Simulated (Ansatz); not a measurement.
# BNH6O: frequency calculation

- system: BNH6O
- method: RKS PBE0/def2-SVP (Ansatz 0.2.0)

It belongs to a series of runs on one base structure; here: vibrations at the highest image of the band. Figures and captions count atoms from 1; the log counts them from 0 in places.

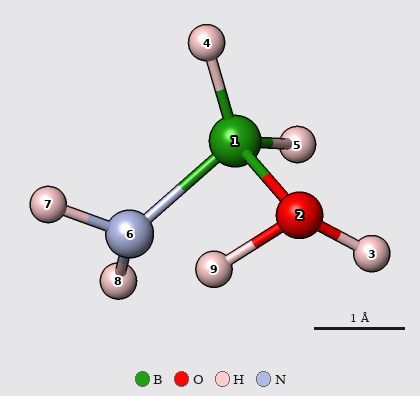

The structure as given in the input (ball-and-stick view, seen at a tilt; atoms are numbered from 1 in the order of the input). Bond lengths as drawn: B–H 1.21 to 1.22 Å, B–N 1.56 Å, B–O 1.61 Å, H–N 1.02 Å and H–O 0.96 to 1.16 Å.

### The input
```yaml
crystal:
  periodic: [false, false, false]
  atoms:
    - { symbol: B, position_ang: [0.162201, 0.341968, 0.199858] }
    - { symbol: O, position_ang: [-0.280972, -0.208669, 1.646501] }
    - { symbol: H, position_ang: [-1.170206, -0.579612, 1.613307] }
    - { symbol: H, position_ang: [1.289865, -0.035594, -0.042981] }
    - { symbol: H, position_ang: [-0.702446, 0.078417, -0.619829] }
    - { symbol: "N", position_ang: [0.082593, 1.815967, 0.718192] }
    - { symbol: H, position_ang: [0.962903, 2.316389, 0.807446] }
    - { symbol: H, position_ang: [-0.600883, 2.420471, 0.270875] }
    - { symbol: H, position_ang: [-0.303353, 0.954064, 1.70863] }
basis:
  gaussian: { orbitals: def2-SVP }
hamiltonian:
  xc: pbe0
phonons: {}
```

Run on 2 threads of Arm Neoverse V2, 24 GiB of memory available, shared host.

Run as:
```bash
ansatz run input.yaml --threads 2 --pin off --max-ram 3072MiB --backend cpu --events-out ev --progress --plain --runs-dir out
```

### Log
```
Engine: ansatz 0.2.0, aarch64-unknown-linux-gnu
Functional definition: PBE0
  parameter a = 0.25
  parameter kappa = 0.804
  parameter beta = 0.06672455060314922
  exchange = (1 - a)*pbe_x(kappa = kappa, mu = beta*pi^2/3) + a*exact_x
  correlation = pbe_c(beta = beta)
796 factors; integrals over basis functions are off by at most 3.7e-4 eV
mean field evaluation 1: about -4297.8095 eV, gradient 5.2e1 eV
mean field evaluation 2: about -4294.6739 eV, gradient 6.6e1 eV
mean field evaluation 4: about -4303.2752 eV, gradient 1.7e0 eV
mean field evaluation 8: about -4303.2743 eV, gradient 2.0e-2 eV
mean field -4303.27425832 eV, -158.1424121293 hartree, gradient 5.7e-5 eV, S^2 0.000000; 0 other end points of the search recorded, 0 dependent functions left out
the calculation of the forces begins
reference -4303.27428111 eV, -158.1424129669 hartree; 13, 13 occupied and 59, 59 virtual orbitals, 796 factors
these checks for a lower state are left out or cut short: stability, starts, cluster_reference, orbital_swaps, neighbouring_geometries, increment
796 factors; integrals over basis functions are off by at most 3.7e-4 eV
mean field evaluation 16: about -4303.2742 eV, gradient 4.8e-5 eV
mean field -4303.27415829 eV, -158.1424084531 hartree, gradient 1.7e-6 eV, S^2 0.000000; 0 other end points of the search recorded, 0 dependent functions left out
[... from here on the field's lines of each further geometry are left out, up to the last ...]
the calculation of the forces begins
reference -4303.27423164 eV, -158.1424111487 hartree; 13, 13 occupied and 59, 59 virtual orbitals, 796 factors
these checks for a lower state are left out or cut short: stability, starts, cluster_reference, orbital_swaps, neighbouring_geometries, increment
796 factors; integrals over basis functions are off by at most 3.7e-4 eV
mean field -4303.27425565 eV, -158.1424120311 hartree, gradient 2.1e-6 eV, S^2 0.000000; 0 other end points of the search recorded, 0 dependent functions left out
the calculation of the forces begins
reference -4303.27427843 eV, -158.1424128684 hartree; 13, 13 occupied and 59, 59 virtual orbitals, 796 factors
WARN: phonons: modes at or below zero, which the zero-point energy, F, S and C_V leave out: 1, the lowest at -1117.47 cm⁻¹. A minimum has none, and a first-order saddle one
Total energy: -4303.27428111 eV, -158.1424129669 hartree
Atom 0 at     0.162201     0.341968     0.199858 Å, force     0.014058     0.007843    -0.016047 eV/Å
Atom 1 at    -0.280972    -0.208669     1.646501 Å, force    -0.019057     0.024406     0.005590 eV/Å
Atom 2 at    -1.170206    -0.579612     1.613307 Å, force     0.002494    -0.009556     0.007784 eV/Å
Atom 3 at     1.289865    -0.035594    -0.042981 Å, force    -0.001914     0.000830    -0.000917 eV/Å
Atom 4 at    -0.702446     0.078417    -0.619829 Å, force     0.004371     0.000204     0.005461 eV/Å
Atom 5 at     0.082593     1.815967     0.718192 Å, force    -0.007944    -0.014469    -0.014546 eV/Å
Atom 6 at     0.962903     2.316389     0.807446 Å, force    -0.002812    -0.009468     0.009343 eV/Å
Atom 7 at    -0.600883     2.420471     0.270875 Å, force    -0.000967     0.001510     0.012701 eV/Å
Atom 8 at    -0.303353     0.954064     1.708630 Å, force     0.011771    -0.001300    -0.009368 eV/Å
Dipole moment:    -0.353258     0.419675     0.219753 e Å
Vibrations: -1117.47 351.63 624.07 662.97 696.96 734.51 795.97 845.95 898.47 1015.02 1106.72 1185.11 1200.05 1530.08 1570.23 1951.01 2503.43 2592.20 3576.50 3668.80 3887.48 cm⁻¹, zero-point energy 1.946376 eV
```

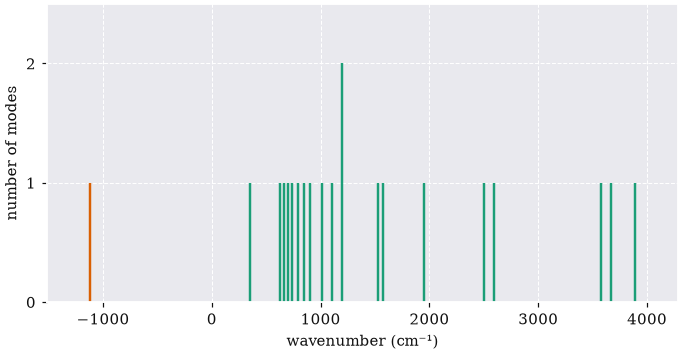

Harmonic vibrational wavenumbers from the force constants; neighbouring modes closer than 23 cm⁻¹ are counted in one stick, and imaginary ones are drawn at negative wavenumbers. 21 modes from 1117i to 3887 cm⁻¹, 1 imaginary beyond 8i (1117i cm⁻¹): a first-order saddle point, if the geometry is stationary.

### Key numbers

- outcome: converged
- total energy: −4303.2743 eV
- mean-field energy: −4303.2743 eV
- largest force (length of the vector): 0.031 eV/Å
- wall time: 40 s (CPU time 75 s)
- peak memory: 0.12 GiB
